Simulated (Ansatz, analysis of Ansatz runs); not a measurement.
# Migration in K3BrCl2 (P-3m1): V_Cl hop (4.4 Å), charge +1

Wanted: path and barrier of a jump of Cl in K3BrCl2 (P-3m1) at charge +1. The case: V_Cl hop (4.4 Å), in a cell of 54 host atoms with 1 Cl taken out.

Program: Ansatz 0.2.0. Level of theory: plane-wave PAW DFT, PBEsol; nudged elastic band between two relaxed defect structures at fixed charge in a uniform background. Results are calculated unless marked as measured.

## (1) The starting structure

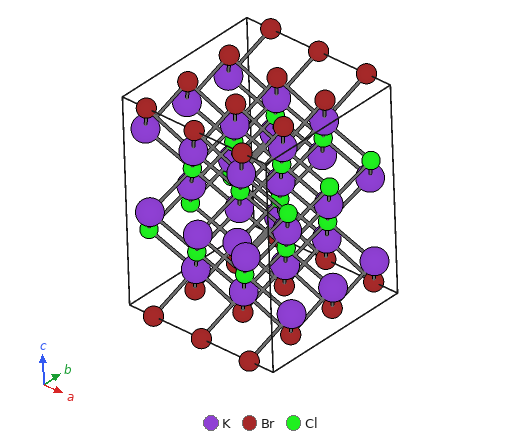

Start, viewed slightly off an axis; potassium purple, bromine red, chlorine green. Some periodic images of atoms are drawn too.

The cell holds 53 atoms: 27 K, 9 Br and 17 Cl. Cell: a = 13.448 Å, b = 13.448 Å, c = 11.001 Å, α = 90.0°, β = 90.0°, γ = 120.0°. It derives from K3BrCl2 (space group P-3m1). Nearest the centre at fractional (0.667, 0.500, 0.500): Cl46 at 2.20 Å, K42 at 2.24 Å, K48 at 2.24 Å, K43 at 3.78 Å, K27 at 3.78 Å, Cl47 at 3.86 Å, Cl53 at 3.86 Å, Cl23 at 3.86 Å. The cell carries charge +1.

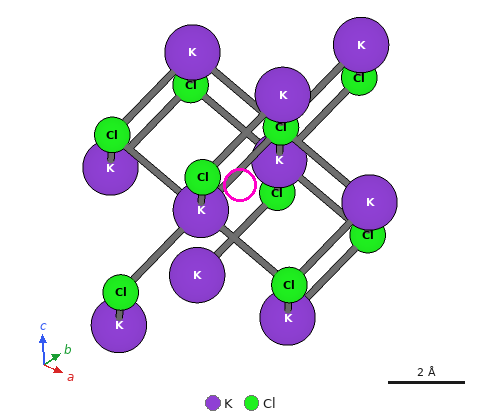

The atoms within 5 Å of the centre. A ring marks the middle of the ideal hop wherever no atom is near it.

The cell's shortest repeat is 11.0 Å.

## (2) Relaxation of the start point, charge +1

The ends come first: from an unrelaxed start the top is counted from too high an energy, and the barrier comes out too low. Small random displacements break the symmetry of the ideal sites, so that the defect can distort if it gains by it. The charge of +1 is set by the electron count, and a uniform background keeps the cell neutral.

Contents of qp1.start/input.yaml:

```yaml
crystal:
  lattice:
    - [13.44809205, 9.0e-08, 0.0]
    - [-6.7240461, 11.64638931, 0.0]
    - [0.0, 0.0, 11.00082975]
  atoms:
    - { symbol: K, position: [0.0, 0.0, 0.5] }
    - { symbol: K, position: [0.11111111, 0.22222222, 0.17740115] }
    - { symbol: K, position: [0.22222222, 0.11111111, 0.82259885] }
    - { symbol: Br, position: [0.0, 0.0, 0.0] }
    - { symbol: Cl, position: [0.11111111, 0.22222222, 0.66140328] }
    - { symbol: Cl, position: [0.22222222, 0.11111111, 0.33859672] }
    - { symbol: K, position: [0.0, 0.33333333, 0.5] }
    - { symbol: K, position: [0.11111111, 0.55555556, 0.17740115] }
    - { symbol: K, position: [0.22222222, 0.44444444, 0.82259885] }
    - { symbol: Br, position: [0.0, 0.33333333, 0.0] }
    - { symbol: Cl, position: [0.11111111, 0.55555556, 0.66140328] }
    - { symbol: Cl, position: [0.22222222, 0.44444444, 0.33859672] }
    - { symbol: K, position: [0.0, 0.66666667, 0.5] }
    - { symbol: K, position: [0.11111111, 0.88888889, 0.17740115] }
    - { symbol: K, position: [0.22222222, 0.77777778, 0.82259885] }
    - { symbol: Br, position: [0.0, 0.66666667, 0.0] }
    - { symbol: Cl, position: [0.11111111, 0.88888889, 0.66140328] }
    - { symbol: Cl, position: [0.22222222, 0.77777778, 0.33859672] }
    - { symbol: K, position: [0.33333333, 0.0, 0.5] }
    - { symbol: K, position: [0.44444444, 0.22222222, 0.17740115] }
    - { symbol: K, position: [0.55555556, 0.11111111, 0.82259885] }
    - { symbol: Br, position: [0.33333333, 0.0, 0.0] }
    - { symbol: Cl, position: [0.44444444, 0.22222222, 0.66140328] }
    - { symbol: Cl, position: [0.55555556, 0.11111111, 0.33859672] }
    - { symbol: K, position: [0.33333333, 0.33333333, 0.5] }
    - { symbol: K, position: [0.44444444, 0.55555556, 0.17740115] }
    - { symbol: K, position: [0.55555556, 0.44444444, 0.82259885] }
    - { symbol: Br, position: [0.33333333, 0.33333333, 0.0] }
    - { symbol: Cl, position: [0.44444444, 0.55555556, 0.66140328] }
    - { symbol: K, position: [0.33333333, 0.66666667, 0.5] }
    - { symbol: K, position: [0.44444444, 0.88888889, 0.17740115] }
    - { symbol: K, position: [0.55555556, 0.77777778, 0.82259885] }
    - { symbol: Br, position: [0.33333333, 0.66666667, 0.0] }
    - { symbol: Cl, position: [0.44444444, 0.88888889, 0.66140328] }
    - { symbol: Cl, position: [0.55555556, 0.77777778, 0.33859672] }
    - { symbol: K, position: [0.66666667, 0.0, 0.5] }
    - { symbol: K, position: [0.77777778, 0.22222222, 0.17740115] }
    - { symbol: K, position: [0.88888889, 0.11111111, 0.82259885] }
    - { symbol: Br, position: [0.66666667, 0.0, 0.0] }
    - { symbol: Cl, position: [0.77777778, 0.22222222, 0.66140328] }
    - { symbol: Cl, position: [0.88888889, 0.11111111, 0.33859672] }
    - { symbol: K, position: [0.66666667, 0.33333333, 0.5] }
    - { symbol: K, position: [0.77777778, 0.55555556, 0.17740115] }
    - { symbol: K, position: [0.88888889, 0.44444444, 0.82259885] }
    - { symbol: Br, position: [0.66666667, 0.33333333, 0.0] }
    - { symbol: Cl, position: [0.77777778, 0.55555556, 0.66140328] }
    - { symbol: Cl, position: [0.88888889, 0.44444444, 0.33859672] }
    - { symbol: K, position: [0.66666667, 0.66666667, 0.5] }
    - { symbol: K, position: [0.77777778, 0.88888889, 0.17740115] }
    - { symbol: K, position: [0.88888889, 0.77777778, 0.82259885] }
    - { symbol: Br, position: [0.66666667, 0.66666667, 0.0] }
    - { symbol: Cl, position: [0.77777778, 0.88888889, 0.66140328] }
    - { symbol: Cl, position: [0.88888889, 0.77777778, 0.33859672] }
total_charge: 1
basis:
  ecutwfc: 420
  xc_grid: 2
hamiltonian:
  xc: pbesol
kpoints:
  mp_grid: { grid: [1, 1, 1], shift: [0.25, 0.25, 0.25] }
scf:
  occupations: { method: fixed }
  max_iter: 100
output:
  forces: true
relax:
  f_tol: 0.02
  max_steps: 70
  random_displacement: { amplitude: 0.03, seed: 4023 }
```

Run with:

```sh
$ ansatz run input.yaml --threads 32 --pin off --max-ram 84787MiB --backend cuda --events-out ev --progress --plain --runs-dir out --max-vram 78GiB
```

Numbers of over 12 decimals in the logs are rounded to 6 here.

Log:

```text
[... repeated set-up lines and file paths are left out, and long positions are rounded to six places ...]
The last accepted step is kept in <dir> (removed where the run ends without a failure and the disk answers)
Engine: ansatz 0.2.0, aarch64-unknown-linux-gnu
Pseudopotentials: kind: paw
Pseudopotential: K, paw, valence charge 9, recommended cutoff 420 eV (normal), K.paw.azcp
Pseudopotential: Br, paw, valence charge 7, recommended cutoff 420 eV (normal), Br.paw.azcp
Pseudopotential: Cl, paw, valence charge 7, recommended cutoff 420 eV (normal), Cl.paw.azcp
Functional definition: PBEsol
  exchange = pbesol_x
  correlation = pbesol_c
[...]
Crystal: 53 atoms, lattice volume = 1722.969 Å³
Basis set: ecut = 420 eV, 33637 PW (Γ), exchange–correlation on 180×180×150 points (8 copies of the dense FFT grid, shifted against one another)
Bands: 265, of which v1, the nominal top of the filled ones, is band 212 counted from 1 (211 counted from 0)
Symmetry: 1 space group operations
k-points: 1
Non-local potential: K, projectors of the file, l = 0: 3, l = 1: 2, l = 2: 2
Non-local potential: Br, projectors of the file, l = 0: 2, l = 1: 2, l = 2: 2
Non-local potential: Cl, projectors of the file, l = 0: 2, l = 1: 2, l = 2: 2
PAW form: soft (Blöchl's): semilocal exchange-correlation on the pseudo side does not see the compensation charge
PAW frozen core: K, regenerated for the run's functional, and the local potential with it (the file was generated under x = pbe(κ = 0.804, μ = 0.219515), c = pbe(β = 0.066725))
PAW frozen core: Br, regenerated for the run's functional, and the local potential with it (the file was generated under x = pbe(κ = 0.804, μ = 0.219515), c = pbe(β = 0.066725))
PAW frozen core: Cl, regenerated for the run's functional, and the local potential with it (the file was generated under x = pbe(κ = 0.804, μ = 0.219515), c = pbe(β = 0.066725))
PAW one-centre angular grid: K, 110 points (default); XC on 64 Gauss nodes
PAW one-centre angular grid: Br, 110 points (default); XC on 64 Gauss nodes
PAW one-centre angular grid: Cl, 110 points (default); XC on 64 Gauss nodes
Initial density: superposition of atomic densities (neutral atoms scaled as one to the charged cell's electrons: chi_scale 0, normalization atom), corrected by the library's trained network
Initial wavefunctions: pseudopotential atomic-orbital guess
[...]
Functional: x = pbesol(κ = 0.804, μ = 0.123457), c = pbesol(β = 0.046)
SCF iter   1: F=—  HF=-83696.541478 eV  |F-HF|=—  |Δ(HF+E_count)|=         —  Δρ=2.27e-3  dr2=1.79e-1  ethr=1.77e-3  ⟨swp⟩=6.0  Hψ=896  notcnv=0  defer=51
preconditioner: auto → Resta (q_TF=auto, 2.160 Å⁻¹)  ε∞=2.5  [insulator: Δε(μ)=3.306 eV  Ē_g=14.140 eV  n_scr=282 (ndim 8)  ℏωp=17.2 eV  f_vac=0.084  ε∞_Penn≈2.5]
SCF iter   2: F=—  HF=-83696.498983 eV  |F-HF|=—  |Δ(HF+E_count)|=   4.25e-2  Δρ=1.02e-3  dr2=4.25e-2  ethr=4.23e-5  ⟨swp⟩=4.0  Hψ=365  notcnv=0  defer=51
[...]
SCF iter   6: F=-83696.509391 eV  HF=-83696.509389 eV  |F-HF|=2.37e-6  |Δ(HF+E_count)|=   8.23e-5  Δρ=7.39e-6  dr2=1.09e-6  ethr=2.36e-9  ⟨swp⟩=4.0  Hψ=854  notcnv=0
SCF 1 converged in 6 iterations: F = -83696.509391 eV  dr2 = 1.09e-6
  greatest PAW one-centre occupation: 0.987 electrons in one spin orbital (limit 2), on the K atom at site 31 (counted from 0), in its partial waves of l = 0
relax step   1: F+E_penalty+E_count = -83696.50939114 eV  Δ(F+E_penalty+E_count) = +0.000e0 eV  max|allowed force component| = 4.559e-1 eV/Å  Δτ_max = 0.0000 Å  (6 SCF iters, dr2 threshold 1.00e-5 eV, accepted)
[... the SCF cycles and remarks between the steps are left out from here to the last step ...]
relax step   2: F+E_penalty+E_count = -83697.01311557 eV  Δ(F+E_penalty+E_count) = -5.037e-1 eV  max|allowed force component| = 1.013e-1 eV/Å  Δτ_max = 0.1982 Å  (6 SCF iters, dr2 threshold 1.30e-5 eV, accepted)
relax step   3: F+E_penalty+E_count = -83697.05294783 eV  Δ(F+E_penalty+E_count) = -3.983e-2 eV  max|allowed force component| = 3.075e-2 eV/Å  Δτ_max = 0.0629 Å  (6 SCF iters, dr2 threshold 6.42e-7 eV, accepted)
[...]
SCF 4 converged in 6 iterations: F = -83697.057062 eV  dr2 = 1.92e-8
relax step   4: F+E_penalty+E_count = -83697.05706180 eV  Δ(F+E_penalty+E_count) = -4.114e-3 eV  max|allowed force component| = 9.591e-3 eV/Å  Δτ_max = 0.0239 Å  (6 SCF iters, accepted)
SCF converged after 6 iterations
[...]
[... 2 atoms left out ...]
  atom  53  Cl     0.00156189    -0.00279603    -0.00419428
  max |Σ_I F_I| component: 6.51e-5 eV/Å
--- Relaxed structure (4 steps of the walk, 4 accepted, 0 SCFs on fresh bases) ---
  F+E_penalty+E_count = -83697.05706180 eV   max|allowed force component| = 9.591e-3 eV/Å
  atoms:
    - { symbol: K, position: [-0.000413, 0.000545, 0.499134] }
    - { symbol: K, position: [0.109593, 0.221483, 0.176835] }
    [... 10 atoms left out ...]
    - { symbol: K, position: [0.000850, 0.667130, 0.500421] }
    [... 9 atoms left out ...]
    - { symbol: Cl, position: [0.446776, 0.227142, 0.655371] }
    [... 3 atoms left out ...]
    - { symbol: K, position: [0.555532, 0.444509, 0.822896] }
    [... 1 atom left out ...]
    - { symbol: Cl, position: [0.446864, 0.553259, 0.655562] }
    [... 12 atoms left out ...]
    - { symbol: K, position: [0.675574, 0.324468, 0.512861] }
    - { symbol: K, position: [0.797343, 0.565405, 0.164016] }
    [... 2 atoms left out ...]
    - { symbol: Cl, position: [0.773293, 0.553524, 0.656024] }
    - { symbol: Cl, position: [0.883422, 0.444644, 0.338907] }
    - { symbol: K, position: [0.675743, 0.684614, 0.512864] }
    [... 4 atoms left out ...]
    - { symbol: Cl, position: [0.883504, 0.772594, 0.338994] }
```

It took 2.4 s on 1 × NVIDIA GB200 with 32 threads of Arm Neoverse V2, shared host; peak memory 1.3 GiB.

The steps of the relaxation:

| step | energy less that of the first step (eV) | largest force component (eV/Å) |
| --- | --- | --- |
| 1 | 0.0000 | 0.4559 |
| 2 | -0.5037 | 0.1013 |
| 3 | -0.5436 | 0.0307 |
| 4 | -0.5477 | 0.0096 |

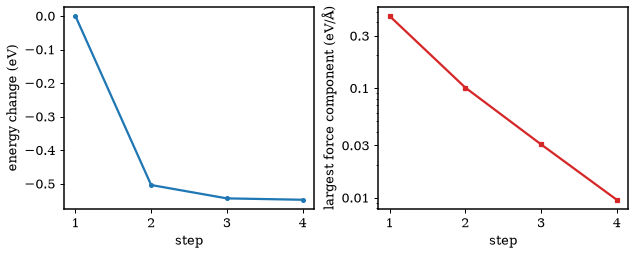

Energy and largest force along the relaxation.

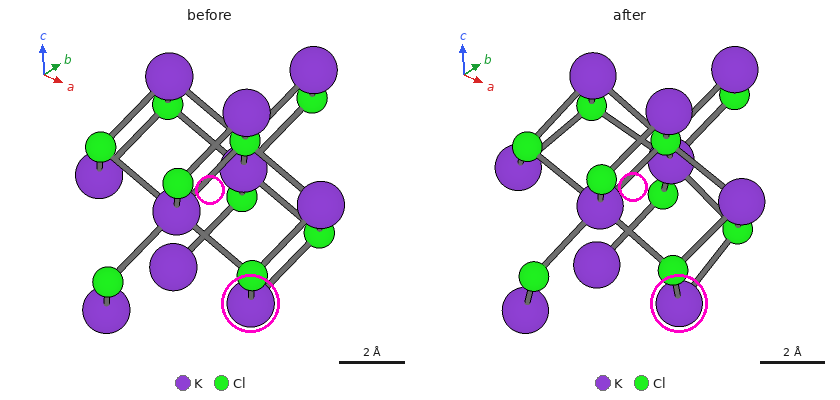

Before and after: the atoms that start within 5 Å of the centre. K43, which moves most, is ringed if it is among them. A ring with no atom in it marks the middle of the ideal hop.

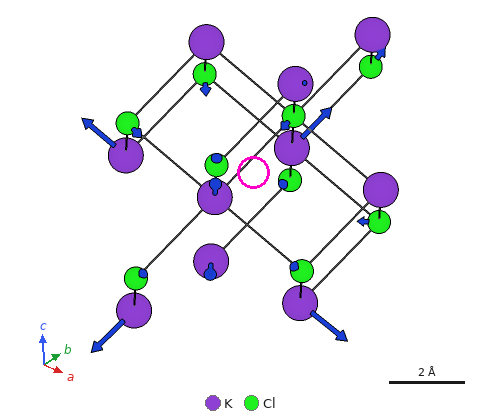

Displacements in the relaxation from the typed sites near the centre, exaggerated; the longest in the cell stands for 0.27 Å. A ring marks the middle of the ideal hop wherever no atom is near it.

The atoms that moved most (Å, from the sites as typed, ahead of the random displacement):

| atom | dx | dy | dz | length |
| --- | --- | --- | --- | --- |
| K43 | 0.198 | 0.114 | -0.146 | 0.271 |
| K26 | -0.197 | 0.113 | -0.148 | 0.271 |
| K20 | -0.004 | -0.225 | -0.148 | 0.269 |
| K25 | -0.183 | -0.102 | 0.141 | 0.253 |
| K42 | 0.180 | -0.104 | 0.142 | 0.252 |
| K48 | 0.002 | 0.208 | 0.142 | 0.252 |
| Br16 | 0.079 | 0.049 | -0.068 | 0.115 |
| Br33 | -0.081 | 0.045 | -0.068 | 0.114 |

Neighbours of Cl46 at the end:

| atom | distance (Å) |
| --- | --- |
| K48 | 3.102 |
| K42 | 3.106 |
| K27 | 3.131 |
| K13 | 3.155 |
| K50 | 3.201 |
| K44 | 3.209 |
| Cl53 | 4.321 |
| Cl47 | 4.322 |

Read from the output:

| Quantity | Value |
| --- | --- |
| free energy | -83697.0571 eV |
| r.m.s. move of the farther half of the atoms | 0.05905 Å |
| largest move from the ideal geometry of this structure, a common shift of the far atoms taken out | 0.2763 Å |

The relaxation gained 0.548 eV and ended with a largest force component of 0.0096 eV/Å.

## (3) Relaxation of the end point, charge +1

The end point is relaxed in the same cell and settings, so that the two energies compare. Atoms more than 3.2 Å from the middle of the hop start where the first relaxation left them, the nearer ones on or close to their ideal places, with small random displacements.

Contents of qp1.end/input.yaml:

```yaml
crystal:
  lattice:
    - [13.44809205, 9.0e-08, 0.0]
    - [-6.7240461, 11.64638931, 0.0]
    - [0.0, 0.0, 11.00082975]
  atoms:
    - { symbol: K, position: [-8.991e-05, 0.00059069, 0.49886917] }
    - { symbol: K, position: [0.10991612, 0.22152901, 0.17656953] }
[... 10 atom lines left out ...]
    - { symbol: K, position: [0.00117322, 0.66717563, 0.50015594] }
[... 9 atom lines left out ...]
    - { symbol: Cl, position: [0.4470985, 0.22718817, 0.65510619] }
[... 1 atom line left out ...]
    - { symbol: K, position: [0.31565829, 0.32471043, 0.51250408] }
[... 1 atom line left out ...]
    - { symbol: K, position: [0.55585446, 0.44455446, 0.82263139] }
[... 1 atom line left out ...]
    - { symbol: Cl, position: [0.44718634, 0.55330493, 0.65529689] }
[... 5 atom lines left out ...]
    - { symbol: Cl, position: [0.55585749, 0.77223039, 0.33849622] }
[... 6 atom lines left out ...]
    - { symbol: K, position: [0.66666667, 0.33333333, 0.5] }
    - { symbol: K, position: [0.79766606, 0.56545077, 0.16375103] }
[... 2 atom lines left out ...]
    - { symbol: Cl, position: [0.555556, 0.444444, 0.338307] }
    - { symbol: Cl, position: [0.88374436, 0.44468934, 0.3386419] }
    - { symbol: K, position: [0.66666667, 0.66666667, 0.5] }
[... 4 atom lines left out ...]
    - { symbol: Cl, position: [0.88382701, 0.77263939, 0.3387287] }
total_charge: 1
basis:
  ecutwfc: 420
  xc_grid: 2
hamiltonian:
  xc: pbesol
kpoints:
  mp_grid: { grid: [1, 1, 1], shift: [0.25, 0.25, 0.25] }
scf:
  occupations: { method: fixed }
  max_iter: 100
output:
  forces: true
relax:
  f_tol: 0.02
  max_steps: 70
  random_displacement: { amplitude: 0.01, seed: 4023 }
```

Log:

```text
[...]
Crystal: 53 atoms, lattice volume = 1722.969 Å³
Basis set: ecut = 420 eV, 33637 PW (Γ), exchange–correlation on 180×180×150 points (8 copies of the dense FFT grid, shifted against one another)
Bands: 265, of which v1, the nominal top of the filled ones, is band 212 counted from 1 (211 counted from 0)
Symmetry: 1 space group operations
k-points: 1
[...]
SCF iter   1: F=—  HF=-83696.310611 eV  |F-HF|=—  |Δ(HF+E_count)|=         —  Δρ=2.26e-3  dr2=1.69e-1  ethr=1.77e-3  ⟨swp⟩=6.0  Hψ=890  notcnv=0  defer=51
[...]
SCF iter   2: F=—  HF=-83696.268537 eV  |F-HF|=—  |Δ(HF+E_count)|=   4.21e-2  Δρ=1.00e-3  dr2=3.72e-2  ethr=3.99e-5  ⟨swp⟩=5.0  Hψ=366  notcnv=0  defer=51
[...]
SCF iter   6: F=-83696.276303 eV  HF=-83696.276300 eV  |F-HF|=2.32e-6  |Δ(HF+E_count)|=   8.39e-5  Δρ=7.67e-6  dr2=1.30e-6  ethr=2.36e-9  ⟨swp⟩=4.0  Hψ=854  notcnv=0
SCF 1 converged in 6 iterations: F = -83696.276303 eV  dr2 = 1.30e-6
[...]
[... 2 atoms left out ...]
  atom  53  Cl    -0.00053325    -0.00001729    -0.00204219
  max |Σ_I F_I| component: 2.47e-5 eV/Å
--- Relaxed structure (5 steps of the walk, 5 accepted, 0 SCFs on fresh bases) ---
  F+E_penalty+E_count = -83697.05715608 eV   max|allowed force component| = 7.111e-3 eV/Å
  atoms:
    - { symbol: K, position: [0.000160, 0.000410, 0.498849] }
    - { symbol: K, position: [0.111114, 0.222243, 0.187432] }
    [... 10 atoms left out ...]
    - { symbol: K, position: [0.017871, 0.675625, 0.486635] }
    [... 9 atoms left out ...]
    - { symbol: Cl, position: [0.450098, 0.227830, 0.660707] }
    [... 3 atoms left out ...]
    - { symbol: K, position: [0.536788, 0.435050, 0.834841] }
    [... 1 atom left out ...]
    - { symbol: Cl, position: [0.450070, 0.555615, 0.660723] }
    [... 12 atoms left out ...]
    - { symbol: K, position: [0.657690, 0.315582, 0.486499] }
    - { symbol: K, position: [0.777927, 0.555655, 0.176034] }
    [... 2 atoms left out ...]
    - { symbol: Cl, position: [0.560358, 0.446866, 0.343708] }
    - { symbol: Cl, position: [0.886600, 0.446928, 0.343754] }
    - { symbol: K, position: [0.657671, 0.675548, 0.486458] }
    [... 4 atoms left out ...]
    - { symbol: Cl, position: [0.886555, 0.773049, 0.343763] }
[key lines of the parts left out:]
SCF converged after 2 iterations
```

Elapsed: 3.1 s, on 1 × NVIDIA GB200 with 32 threads; peak memory 1.4 GiB.

Step by step:

| step | energy less that of the first step (eV) | largest force component (eV/Å) |
| --- | --- | --- |
| 1 | 0.0000 | 0.4259 |
| 2 | -0.6763 | 0.1693 |
| 3 | -0.7732 | 0.0599 |
| 4 | -0.7809 | 0.0071 |
| 5 | -0.7809 | 0.0071 |

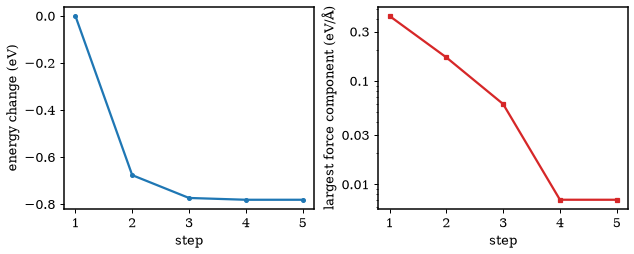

Energy and largest force along the relaxation.

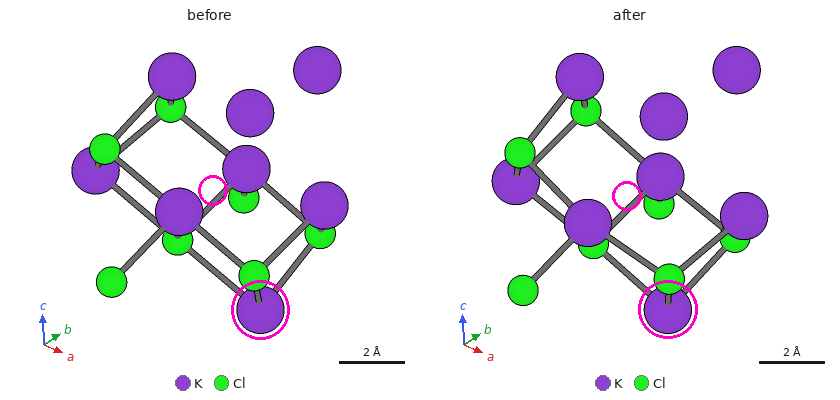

Before and after: the atoms that start within 5 Å of the centre. K43, which moves most, is ringed if it is among them. A ring with no atom in it marks the middle of the ideal hop. Bonds to atoms that aren't drawn are left out.

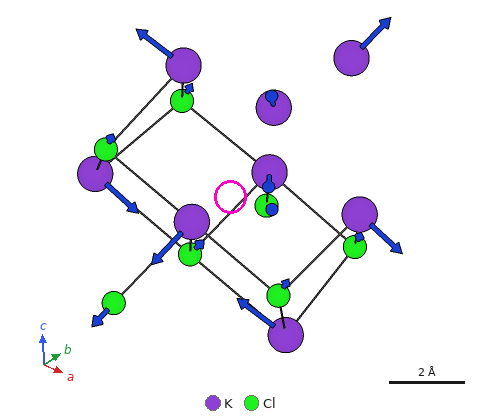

Displacements in the relaxation from the typed sites near the centre, exaggerated; the longest in the cell stands for 0.27 Å. A ring marks the middle of the ideal hop wherever no atom is near it. Bonds to atoms that aren't drawn are left out.

The atoms that moved most (Å, from the sites as typed, ahead of the random displacement):

| atom | dx | dy | dz | length |
| --- | --- | --- | --- | --- |
| K43 | -0.199 | -0.114 | 0.135 | 0.267 |
| K27 | -0.192 | -0.111 | 0.135 | 0.260 |
| K48 | -0.180 | 0.103 | -0.149 | 0.255 |
| K42 | -0.001 | -0.207 | -0.148 | 0.255 |
| K26 | 0.177 | -0.116 | 0.135 | 0.251 |
| K25 | 0.176 | 0.098 | -0.148 | 0.250 |
| K20 | -0.008 | 0.209 | 0.135 | 0.249 |
| K50 | -0.013 | 0.209 | 0.133 | 0.248 |

Neighbours of Cl46 at the end:

| atom | distance (Å) |
| --- | --- |
| K42 | 3.100 |
| K48 | 3.100 |
| K43 | 3.134 |
| K25 | 3.151 |
| K20 | 3.214 |
| K26 | 3.214 |
| Cl23 | 4.321 |
| Cl29 | 4.321 |

Read from the output:

```
free energy                                                                                       : -83697.0572 eV
r.m.s. move of the farther half of the atoms                                                      : 0.05964 Å
largest move from the ideal geometry of this structure, a common shift of the far atoms taken out : 0.2655 Å
```

The relaxation gained 0.781 eV and ended with a largest force component of 0.0071 eV/Å. The end lies within 1 meV of the start.

(Part 1 of 3 ends here.)

[Logs are printed without paths, hosts, clocks, repeated set-up lines and the standing remarks that a program may print on its own settings, such as how far it seeks lower states.]

[Hosts, paths, dates, database ids (printed as entryN), source tags and the programs' standing remarks are cut or masked in the printed files.]
